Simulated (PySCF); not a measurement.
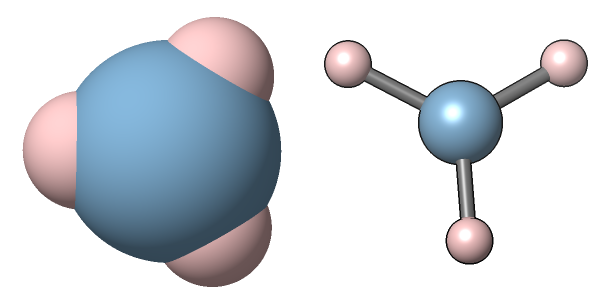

Simulated data, not a measurement (program: PySCF).

Two views of one molecule. Colours: aluminium light blue, hydrogen pink.

Describe the molecule.

The molecule is AlH3. As SMILES it reads `[AlH3]`. The point group is D3h. All atoms lie on one plane. Coordination: 1 Al trigonal planar.
